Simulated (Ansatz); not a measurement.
**Work function of Mo(111): what the settings cost and change**

How far do cutoff, k-mesh and smearing move the work function of Mo(111)?

Program: Ansatz 0.2.0. Level of theory: plane-wave DFT, PBE, Ansatz PAW. Results are calculated unless marked as measured.

The experiments to compare with:

“Anisotropic work function of elemental crystals” (2019, arxiv:1902.07811) quotes from earlier work for Mo (clean (111) face, a compiled value): work function (clean (111) face, a compiled value) 4.52 eV.

### 1. The structure

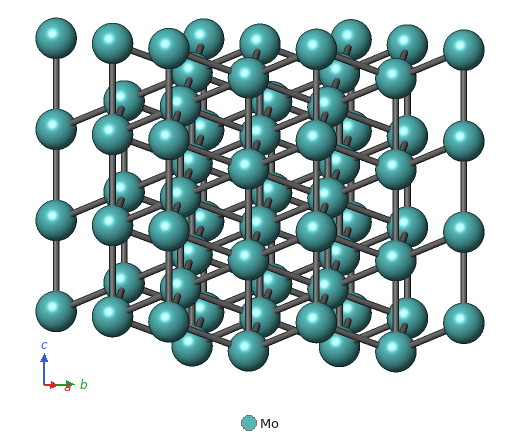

Start, viewed from the side, with the c axis up; molybdenum teal. 2×2×1 cells are drawn. Some periodic images of atoms are drawn too.

The cell holds 11 atoms: 11 Mo. Its edges and angles: a = 4.455 Å, b = 4.455 Å, c = 27.093 Å, α = 90.0°, β = 90.0°, γ = 60.0°. Vacuum lies along c.

As a file:

```cif
data_structure
_symmetry_space_group_name_H-M 'P 1'
_symmetry_Int_Tables_number 1
_cell_length_a 4.4548
_cell_length_b 4.4548
_cell_length_c 27.0933
_cell_angle_alpha 90.000
_cell_angle_beta 90.000
_cell_angle_gamma 60.000
_cell_volume 465.63
loop_
_atom_site_label
_atom_site_type_symbol
_atom_site_fract_x
_atom_site_fract_y
_atom_site_fract_z
_atom_site_occupancy
Mo1 Mo 0.66667 0.66667 0.33219 1
Mo2 Mo 0.00000 0.00000 0.36575 1
Mo3 Mo 0.33333 0.33333 0.39931 1
Mo4 Mo 0.66667 0.66667 0.43287 1
Mo5 Mo 0.00000 0.00000 0.46644 1
Mo6 Mo 0.33333 0.33333 0.50000 1
Mo7 Mo 0.66667 0.66667 0.53356 1
Mo8 Mo 0.00000 0.00000 0.56713 1
Mo9 Mo 0.33333 0.33333 0.60069 1
Mo10 Mo 0.66667 0.66667 0.63425 1
Mo11 Mo 0.00000 0.00000 0.66781 1
```

### 2. Run, setting cutoff 200 eV

A work function rests on the faint tail of the density, so the SCF threshold is tight. The cutoff is raised first; then mesh and smearing are varied at the default cutoff.

The input, input.yaml:

```yaml
crystal:
  lattice:
    - [4.4547727215, 0.0, 0.0]
    - [2.2273863607, 3.8579463449, 0.0]
    - [0.0, 0.0, 27.0932667397]
  atoms:
    - { symbol: Mo, position: [0.6666666667, 0.6666666667, 0.3321858559] }
    - { symbol: Mo, position: [0.0, 0.0, 0.3657486847] }
    - { symbol: Mo, position: [0.3333333333, 0.3333333333, 0.3993115135] }
    - { symbol: Mo, position: [0.6666666667, 0.6666666667, 0.4328743423] }
    - { symbol: Mo, position: [0.0, 0.0, 0.4664371712] }
    - { symbol: Mo, position: [0.3333333333, 0.3333333333, 0.5] }
    - { symbol: Mo, position: [0.6666666667, 0.6666666667, 0.5335628288] }
    - { symbol: Mo, position: [0.0, 0.0, 0.5671256577] }
    - { symbol: Mo, position: [0.3333333333, 0.3333333333, 0.6006884865] }
    - { symbol: Mo, position: [0.6666666667, 0.6666666667, 0.6342513153] }
    - { symbol: Mo, position: [0.0, 0.0, 0.6678141441] }
kpoints:
  mp_grid: { grid: [11, 11, 1] }
hamiltonian:
  xc: pbe
scf:
  occupations: { method: fermi_dirac, width: 0.1 }
  convergence: { dr2_threshold: 1.0e-09 }
efield:
  axis: 3
  dipole_correction: true
  ramp_position: 0.97
  ramp_width: 0.06
basis:
  ecutwfc: "200 eV"
output:
  write_potential: true
  write_density: true
  volumetric_format: npy
  elf: true
```

Started as:

```console
$ ansatz run input.yaml --threads 4 --pin off --max-ram 6144MiB --backend cpu --events-out ev --progress --plain --runs-dir out
```

Numbers of over 12 decimals in the logs are rounded to 6 here.

Log:

```text
Warning: basis.ecutwfc = 200 eV is below the records' recommended 420 eV, and the density's cutoff is lower with it unless basis.ecutrho_ratio is high enough to keep the records' density cutoff: compare with a run at a higher cutoff
Engine: ansatz 0.2.0, x86_64-unknown-linux-gnu
Pseudopotentials: kind: paw
Pseudopotential: Mo, paw, valence charge 14, recommended cutoff 420 eV (normal), Mo.paw.azcp
Functional definition: PBE
  parameter kappa = 0.804
  parameter beta = 0.066725
  exchange = pbe_x(kappa = kappa, mu = beta*pi^2/3)
  correlation = pbe_c(beta = beta)
Crystal: 11 atoms, lattice volume = 465.632 Å³
Basis set: ecut = 200 eV, 2991 PW (Γ)
Bands: 93, of which v1, the nominal top of the filled ones, is band 77 counted from 1 (76 counted from 0)
Symmetry: 6 space group operations
k-points: 16 of 121 (time reversal used)
Non-local potential: Mo, projectors of the file, l = 0: 3, l = 1: 2, l = 2: 2, l = 3: 1
PAW form: soft (Blöchl's): semilocal exchange-correlation on the pseudo side does not see the compensation charge
PAW one-centre angular grid: Mo, 590 points (default); XC on 64 Gauss nodes
Initial density: superposition of atomic densities (neutral atoms: chi_scale 0, normalization atom), corrected by the library's trained network
Initial wavefunctions: pseudopotential atomic-orbital guess
Functional: x = pbe(κ = 0.804, μ = 0.219515), c = pbe(β = 0.066725)
SCF iter   1: F=—  HF=-54470.609774 eV  |F-HF|=—  |Δ(HF+E_count)|=         —  Δρ=4.48e-2  dr2=8.07e0  ethr=1.77e-3  p=0.000 e·Å  D=1.50e-14 V/Å  ΔV_dip=-0.00 eV  dr2_dipole=6.60e-9  V_vac-E_F(+/−)=3.31/3.31 eV  ⟨swp⟩=8.9  Hψ=6893  notcnv=0
efield: sawtooth ramp at fractional position 0.9700 (set: `efield.ramp_position`, or a place that a band, a saddle search or an elastic batch's reference lends), width 0.0600; the density the first Hamiltonian is built on has a dipole p = 0.000 e·Å; the dipole correction subtracts the counter field D = 1.50e-14 V/Å, which shifts the + side's vacuum level by -0.00 eV against the − side's; the planar-averaged density in the ramp window peaks in size at 3.7e-6 e/Å³
preconditioner: auto → LDOS  [metal: Δε(μ)=0.032 eV  Ē_g=3.833 eV  σ=0.100 eV  W_gap=0.08  n_scr=96 (ndim 8)  ℏωp=14.0 eV  f_vac=0.552  D(μ)=9.53/eV (n_scr^D=70)  β→1.0]
SCF iter   2: F=—  HF=-54469.307889 eV  |F-HF|=—  |Δ(HF+E_count)|=    1.30e0  Δρ=2.20e-2  dr2=2.54e0  ethr=1.77e-3  p=0.000 e·Å  D=3.73e-6 V/Å  ΔV_dip=-0.00 eV  dr2_dipole=3.08e-9  V_vac-E_F(+/−)=3.87/3.87 eV  ⟨swp⟩=3.7  Hψ=3401  notcnv=0
SCF iter   3: F=—  HF=-54468.469883 eV  |F-HF|=—  |Δ(HF+E_count)|=   8.38e-1  Δρ=3.79e-3  dr2=1.36e-1  ethr=1.65e-3  p=0.000 e·Å  D=1.59e-6 V/Å  ΔV_dip=-0.00 eV  dr2_dipole=2.49e-9  V_vac-E_F(+/−)=3.79/3.79 eV  ⟨swp⟩=3.1  Hψ=2824  notcnv=0
SCF iter   4: F=—  HF=-54468.458760 eV  |F-HF|=—  |Δ(HF+E_count)|=   1.11e-2  Δρ=1.81e-3  dr2=3.46e-2  ethr=8.86e-5  p=0.000 e·Å  D=2.62e-6 V/Å  ΔV_dip=-0.00 eV  dr2_dipole=1.54e-9  V_vac-E_F(+/−)=3.82/3.83 eV  ⟨swp⟩=2.2  Hψ=2347  notcnv=0
SCF iter   5: F=—  HF=-54468.456625 eV  |F-HF|=—  |Δ(HF+E_count)|=   2.13e-3  Δρ=5.26e-4  dr2=2.81e-3  ethr=2.25e-5  p=0.000 e·Å  D=1.40e-6 V/Å  ΔV_dip=-0.00 eV  dr2_dipole=8.16e-11  V_vac-E_F(+/−)=3.84/3.84 eV  ⟨swp⟩=2.1  Hψ=1898  notcnv=0
SCF iter   6: F=—  HF=-54468.456253 eV  |F-HF|=—  |Δ(HF+E_count)|=   3.71e-4  Δρ=1.96e-4  dr2=3.98e-4  ethr=1.83e-6  p=0.000 e·Å  D=5.53e-7 V/Å  ΔV_dip=-0.00 eV  dr2_dipole=8.17e-10  V_vac-E_F(+/−)=3.85/3.85 eV  ⟨swp⟩=2.0  Hψ=2004  notcnv=0
SCF iter   7: F=—  HF=-54468.456215 eV  |F-HF|=—  |Δ(HF+E_count)|=   3.86e-5  Δρ=5.77e-5  dr2=3.96e-5  ethr=2.59e-7  p=-0.000 e·Å  D=-6.46e-8 V/Å  ΔV_dip=0.00 eV  dr2_dipole=1.24e-10  V_vac-E_F(+/−)=3.86/3.86 eV  ⟨swp⟩=2.0  Hψ=2018  notcnv=0
SCF iter   8: F=—  HF=-54468.456226 eV  |F-HF|=—  |Δ(HF+E_count)|=   1.07e-5  Δρ=1.55e-5  dr2=3.89e-6  ethr=2.57e-8  p=-0.000 e·Å  D=-2.29e-7 V/Å  ΔV_dip=0.00 eV  dr2_dipole=7.43e-12  V_vac-E_F(+/−)=3.86/3.86 eV  ⟨swp⟩=2.7  Hψ=2301  notcnv=0
SCF iter   9: F=—  HF=-54468.456151 eV  |F-HF|=—  |Δ(HF+E_count)|=   7.43e-5  Δρ=7.06e-6  dr2=4.86e-7  ethr=2.53e-9  p=-0.000 e·Å  D=-1.05e-7 V/Å  ΔV_dip=0.00 eV  dr2_dipole=5.35e-12  V_vac-E_F(+/−)=3.87/3.87 eV  ⟨swp⟩=2.9  Hψ=2760  notcnv=0
SCF iter  10: F=—  HF=-54468.456151 eV  |F-HF|=—  |Δ(HF+E_count)|=   2.14e-7  Δρ=1.88e-6  dr2=2.44e-8  ethr=3.15e-10  p=-0.000 e·Å  D=-6.40e-8 V/Å  ΔV_dip=0.00 eV  dr2_dipole=1.46e-12  V_vac-E_F(+/−)=3.87/3.87 eV  ⟨swp⟩=2.7  Hψ=2694  notcnv=0
SCF iter  11: F=—  HF=-54468.456152 eV  |F-HF|=—  |Δ(HF+E_count)|=   6.94e-8  Δρ=5.67e-7  dr2=1.76e-9  ethr=1.59e-11  p=-0.000 e·Å  D=-1.21e-8 V/Å  ΔV_dip=0.00 eV  dr2_dipole=6.03e-15  V_vac-E_F(+/−)=3.87/3.87 eV  ⟨swp⟩=3.2  Hψ=3654  notcnv=0
SCF iter  12: F=-54468.456152 eV  HF=-54468.456152 eV  |F-HF|=7.06e-10  |Δ(HF+E_count)|=   1.12e-8  Δρ=1.80e-7  dr2=1.88e-10  ethr=1.00e-12  p=-0.000 e·Å  D=-8.55e-9 V/Å  ΔV_dip=0.00 eV  dr2_dipole=3.94e-15  V_vac-E_F(+/−)=3.87/3.87 eV  ⟨swp⟩=6.4  Hψ=4279  notcnv=0
WARN: efield: at this solve's end the planar-averaged density reaches 3.09e-5 e/Å³ inside the ramp window [0.9331, 0.0669] (bound 1e-5 e/Å³), and 2.13e-5 e/Å³ on another of its planes; the window's nearer edge stands 7.19 Å from this solve's nearest atom along the axis. Its work functions, free energy, forces, stress, dipole, levels and responses can be off, and this figure does not tell by how much. A short vacuum, a low `basis.ecutwfc` or `basis.ecutrho_ratio` and negative occupations (`scf.occupations.method`) can put density there. See the manual's quickstart, § The vacuum guard
SCF 1 converged in 12 iterations: F = -54468.456152 eV  dr2 = 1.88e-10
  greatest PAW one-centre occupation: 1.029 electrons in one spin orbital (limit 2), on the Mo atom at site 10 (counted from 0), in its partial waves of l = 1
WARN: The output density's exchange-correlation potential varies sharply where the density is thin. Do not read a vacuum level from v_tot or v_xc, or from such a field of the output density. On a cell that repeats whose density bears no net charge and no dipole along the vacuum's axis use v_es (v_loc + v_h of the components); under efield.dipole_correction with no amplitude use v_es + v_field, which holds any externa [...]
SCF converged after 12 iterations
Free energy (F): -54468.456152 eV
Harris-Foulkes:  -54468.456152 eV  (|F-HF|=7.06e-10)
Internal energy: -54468.115259 eV  (E = F + TS)
E sigma→0 (E₀):  -54468.285705 eV
Entropy (-TS):   -0.340892 eV (-30.990 meV/atom)
Fermi energy:    5.459540 eV
Dipole field:    D = 0.000000 V/Å  (p = 0.000000 e·Å, saw-weighted, corrected)
Work function:   Φ+ = 3.8666 eV   Φ− = 3.8680 eV
Levels:          The Fermi level and band energies are counted from a zero that moves with the ramp; work functions are not
Vacuum region:   at the solve's end the planar-averaged density reaches 3.09e-5 e/Å³ inside the ramp window [0.9331, 0.0669] (bound 1e-5 e/Å³), and 2.13e-5 e/Å³ on another of its planes
--- Per-component energies (eV) ---
  E_band       = -3053.829328
  E_kinetic    = 4850.972979
  E_local      = -232234.669185  (includes V_loc(G=0)·N_el)
  E_nonlocal   = 1494.457450
  E_hartree    = 113444.935507
  E_xc         = -2011.322005
  E_vxc        = -2510.249432  (∫ρ·V_xc dr)
  E_paw        = -35176.338815  (= ΣΔE_a)
  E_vpaw       = -1544.218117  (= ΣTr[D̂ρ^β])
  E_aug_tail   = 0.003263  (compensation charges beyond the density's cutoff)
  E_efield     = 0.000000  (sawtooth field / dipole correction)
  E_vefield    = 0.000000  (∫n·V_field dr)
  E_ewald      = 95163.845547
  E_smearing   = -0.340892  (= −TS)
  E_closure    = 0.000000  (closes the sum)
  Σ components = -54468.456152   (vs F -54468.456152, Δ=0.00e0)
--- Band table (eV; the first three rows and the last of 16) ---
  k-point 0: bands = [... 73 lower, 4.4228, 4.4228, 4.7636, 4.9630, 5.6830, 5.8670, 6.6386, 6.6386, ... 12 higher]
  k-point 1: bands = [... 73 lower, 4.4721, 4.5095, 4.7159, 5.0119, 5.7018, 5.8761, 6.6064, 6.6180, ... 12 higher]
  k-point 2: bands = [... 73 lower, 4.6851, 4.7315, 4.8880, 5.1824, 5.7605, 5.8361, 6.1918, 6.3933, ... 12 higher]
  k-point 15: bands = [... 73 lower, 4.8674, 4.8682, 5.0769, 5.2508, 5.6434, 5.6605, 5.9211, 6.0301, ... 12 higher]
```

It took 6.3 s on 4 threads of Intel Xeon 6975P-C (Granite Rapids), shared host; peak memory 0.75 GiB; 23 s of CPU time.

Reading the cycles: dr2 is the Hartree energy of the density residual (eV), the measure of convergence; HF is the Harris–Foulkes estimate of the energy, which meets the free energy F at convergence.

Numbers from this step:

```yaml
energy_at_zero_smearing: -54468.2857 eV
work_function_upper_face: 3.867 eV
```

Running mean over 0.9093 Å of the planar mean; the ramp of the sawtooth is left out. The electron's electrostatic potential energy less the Fermi level by z:

```
z (Å)  electron's electrostatic potential energy less the Fermi level (eV)
    4                                                                 3.83
    6                                                                 3.74
    8                                                                0.634
   10                                                                -12.6
   12                                                                -12.9
   14                                                                -12.9
   16                                                                -12.9
   18                                                                -10.2
   20                                                                 3.35
   22                                                                 3.80
   24                                                                 3.85
```

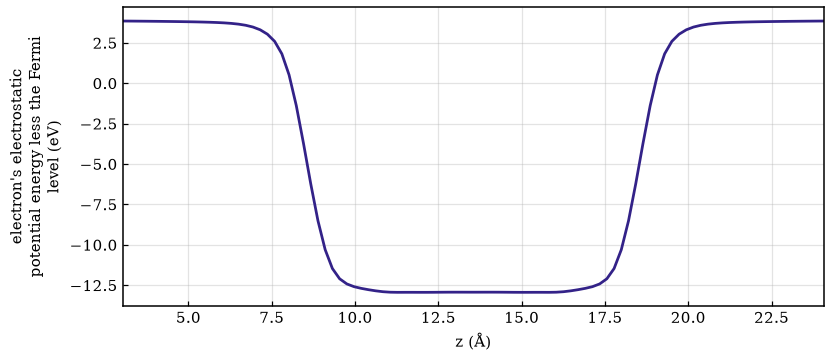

Electron's electrostatic potential energy less the Fermi level against z.

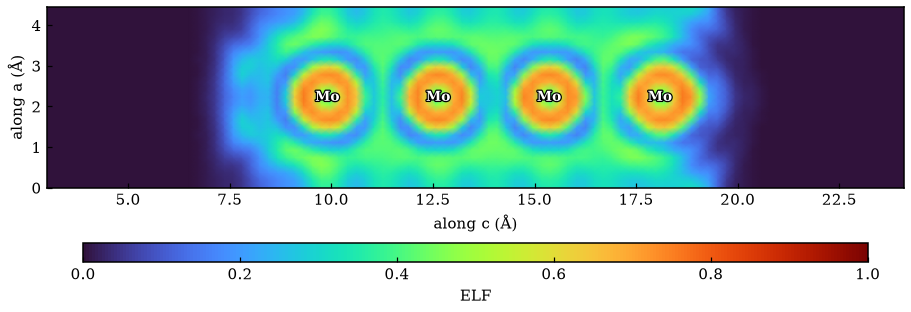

ELF in the ca plane at fractional y = 0.000, with atoms of Mo within 0.2 Å of it. It is the smooth field of the valence electrons, not physical close to the nuclei. The map starts off the cell's origin, so that atoms lie inside it. The far vacuum is left out of the map.

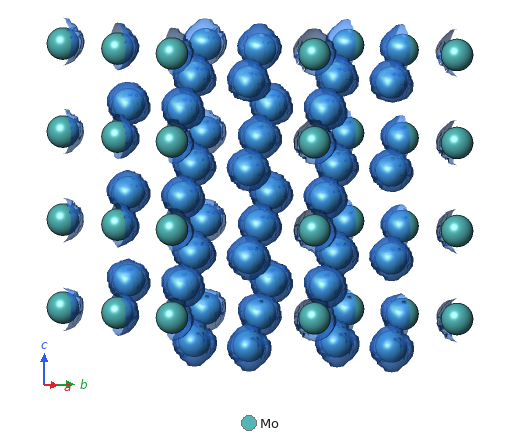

Surface of ELF = 0.68. 2×2×1 cells are drawn.

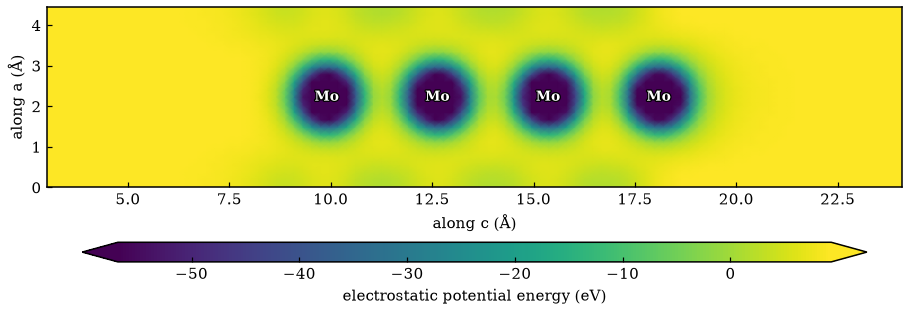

Electrostatic potential energy in the ca plane at fractional y = 0.000, with atoms of Mo within 0.2 Å of it. With pseudopotentials it is smooth inside the atoms' cores, unlike the true potential. The map starts off the cell's origin, so that atoms lie inside it. The far vacuum is left out of the map.

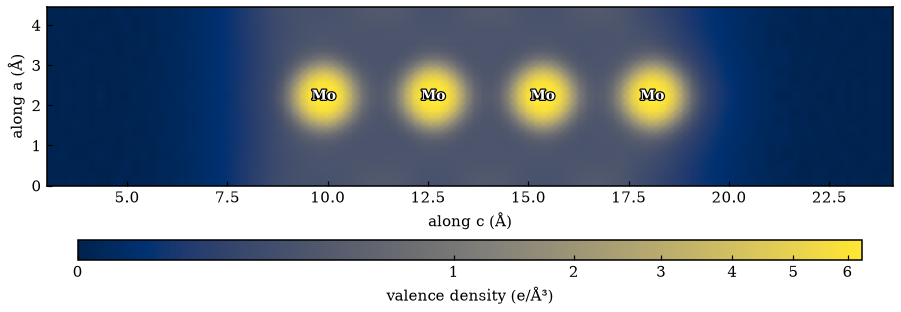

Valence density in the ca plane at fractional y = 0.000, with atoms of Mo within 0.2 Å of it. It is the smooth field of the valence electrons, not physical close to the nuclei. The map starts off the cell's origin, so that atoms lie inside it. The colour scale is stretched toward low values. The far vacuum is left out of the map.

The work function is 3.867 eV.

### 3. Run

input.yaml, as its differences from that of step 2:

```diff
@@ -30,3 +30,3 @@
 basis:
-  ecutwfc: "200 eV"
+  ecutwfc: "300 eV"
 output:
@@ -35,2 +35 @@
   volumetric_format: npy
-  elf: true
```

Log:

```text
[...]
Crystal: 11 atoms, lattice volume = 465.632 Å³
Basis set: ecut = 300 eV, 5501 PW (Γ)
Bands: 93, of which v1, the nominal top of the filled ones, is band 77 counted from 1 (76 counted from 0)
Symmetry: 6 space group operations
k-points: 16 of 121 (time reversal used)
[...]
k-point 0: bands = [... 73 lower, 4.2662, 4.2662, 4.5157, 4.9435, 5.6575, 5.9270, 6.6698, 6.6698, ... 12 higher]
  k-point 1: bands = [... 73 lower, 4.3602, 4.3616, 4.5389, 4.9901, 5.6819, 5.9296, 6.5712, 6.6099, ... 12 higher]
  k-point 2: bands = [... 73 lower, 4.6147, 4.6539, 4.8250, 5.1646, 5.7651, 5.8910, 6.1503, 6.4599, ... 12 higher]
  k-point 15: bands = [... 73 lower, 4.8666, 4.8853, 5.1153, 5.2857, 5.6600, 5.6711, 5.9350, 6.0648, ... 12 higher]
[key lines of the parts left out:]
SCF converged after 11 iterations
Free energy (F): -54508.606666 eV
Fermi energy:    5.476665 eV
Dipole field:    D = 0.000000 V/Å  (p = 0.000000 e·Å, saw-weighted, corrected)
Work function:   Φ+ = 3.7134 eV   Φ− = 3.7134 eV
```

Wall time 16 s (4 threads); peak memory 1.1 GiB.

The work function is 3.713 eV, -0.153 eV from the run “cutoff 200 eV”, at 2.6 times its CPU time.

### 4. Run

input.yaml, as its differences from that of step 3:

```diff
@@ -30,3 +30,3 @@
 basis:
-  ecutwfc: "300 eV"
+  ecutwfc: "420 eV"
 output:
```

Log:

```text
[...]
Crystal: 11 atoms, lattice volume = 465.632 Å³
Basis set: ecut = 420 eV, 9133 PW (Γ)
Bands: 93, of which v1, the nominal top of the filled ones, is band 77 counted from 1 (76 counted from 0)
Symmetry: 6 space group operations
k-points: 16 of 121 (time reversal used)
[...]
k-point 0: bands = [... 73 lower, 4.2669, 4.2669, 4.5166, 4.9440, 5.6582, 5.9282, 6.6708, 6.6708, ... 12 higher]
  k-point 1: bands = [... 73 lower, 4.3612, 4.3623, 4.5401, 4.9906, 5.6828, 5.9306, 6.5733, 6.6122, ... 12 higher]
  k-point 2: bands = [... 73 lower, 4.6146, 4.6533, 4.8258, 5.1646, 5.7654, 5.8913, 6.1531, 6.4616, ... 12 higher]
  k-point 15: bands = [... 73 lower, 4.8653, 4.8846, 5.1153, 5.2860, 5.6611, 5.6719, 5.9357, 6.0648, ... 12 higher]
[key lines of the parts left out:]
SCF converged after 11 iterations
Free energy (F): -54509.182671 eV
Fermi energy:    5.477356 eV
Dipole field:    D = -0.000000 V/Å  (p = -0.000000 e·Å, saw-weighted, corrected)
Work function:   Φ+ = 3.7102 eV   Φ− = 3.7102 eV
```

Run time: 39 s. Hardware: 4 threads; peak memory 1.5 GiB; 2.1 min of CPU time.

The work function is 3.710 eV, -0.156 eV from the run “cutoff 200 eV”, at 5.6 times its CPU time.

### 5. Run

input.yaml, as its differences from that of step 4:

```diff
@@ -30,3 +30,3 @@
 basis:
-  ecutwfc: "420 eV"
+  ecutwfc: "600 eV"
 output:
```

Log:

```text
[...]
Crystal: 11 atoms, lattice volume = 465.632 Å³
Basis set: ecut = 600 eV, 15487 PW (Γ)
Bands: 93, of which v1, the nominal top of the filled ones, is band 77 counted from 1 (76 counted from 0)
Symmetry: 6 space group operations
k-points: 16 of 121 (time reversal used)
[...]
k-point 0: bands = [... 73 lower, 4.2668, 4.2668, 4.5166, 4.9439, 5.6582, 5.9281, 6.6708, 6.6708, ... 12 higher]
  k-point 1: bands = [... 73 lower, 4.3611, 4.3622, 4.5401, 4.9905, 5.6827, 5.9305, 6.5734, 6.6123, ... 12 higher]
  k-point 2: bands = [... 73 lower, 4.6146, 4.6532, 4.8257, 5.1645, 5.7654, 5.8913, 6.1533, 6.4616, ... 12 higher]
  k-point 15: bands = [... 73 lower, 4.8652, 4.8845, 5.1151, 5.2858, 5.6611, 5.6718, 5.9357, 6.0648, ... 12 higher]
[key lines of the parts left out:]
SCF converged after 11 iterations
Free energy (F): -54509.194281 eV
Fermi energy:    5.477295 eV
Dipole field:    D = 0.000000 V/Å  (p = 0.000000 e·Å, saw-weighted, corrected)
Work function:   Φ+ = 3.7102 eV   Φ− = 3.7102 eV
```

Run time: 63 s. Hardware: 4 threads; peak memory 2.4 GiB.

The work function is 3.710 eV, -0.000 eV from the run “cutoff 420 eV”, at 1.6 times its CPU time.

[end of part 1 of 2]

[Logs are printed without paths, hosts, clocks, repeated set-up lines and the standing remarks that a program may print on its own settings, such as how far it seeks lower states.]

[Hosts, paths, dates, database ids (printed as entryN), source tags and the programs' standing remarks are cut or masked in the printed files.]

[Maps of the electrostatic potential energy from Ansatz leave out the sawtooth potential of an applied field or a dipole correction, so their vacuum need not be flat; planar profiles and work functions include it.]
